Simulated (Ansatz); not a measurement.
| atom | x (Å) | y (Å) | z (Å) |
| --- | --- | --- | --- |
| C | 1.0088 | 0.8051 | 1.0476 |
| C | -0.0684 | -0.1207 | 1.6099 |
| C | -1.3610 | -0.1254 | 0.7895 |
| C | -2.0415 | 1.2646 | 0.8062 |
| F | -3.0326 | 0.0211 | -2.4447 |
| O | -1.1150 | -0.5205 | -0.5714 |
| O | -2.2687 | 1.7311 | -0.4721 |
| O | -2.3348 | 1.8830 | 1.7960 |
| Si | -1.7532 | 0.5971 | -1.6308 |
| H | 1.9268 | 0.7665 | 1.6658 |
| H | 0.6694 | 1.8619 | 1.0281 |
| H | 1.2867 | 0.5114 | 0.0156 |
| H | -0.3491 | 0.1814 | 2.6403 |
| H | 0.3031 | -1.1647 | 1.6651 |
| H | -2.0837 | -0.8399 | 1.2445 |
| H | -0.8048 | 1.1469 | -2.6256 |

Geometry: PBE-D3(BJ)/def2-SVP.

Theory: isolated molecule in a Gaussian basis; Kohn-Sham density functional theory, functional PBE0 (Ansatz 0.2.0).

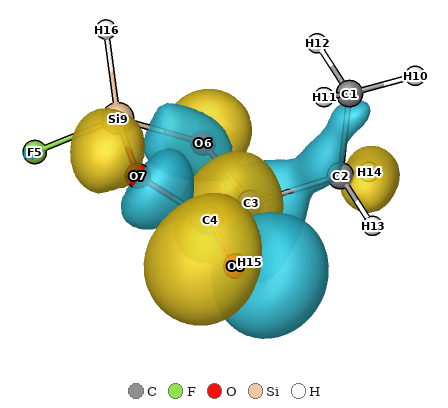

C4H7FO3Si. One frontier orbital at ±0.08 Å⁻³ᐟ² (yellow and cyan are the two phases), seen across its widest extent.

Question: Which orbital is it: HOMO or LUMO?

Answer: The HOMO, at −8.51 eV. By Hirshfeld shares it lies mainly on O8 (about 55 %), C4 (about 10 %), C3 (about 10 %), O7 (about 10 %) and O6 (about 5 %).
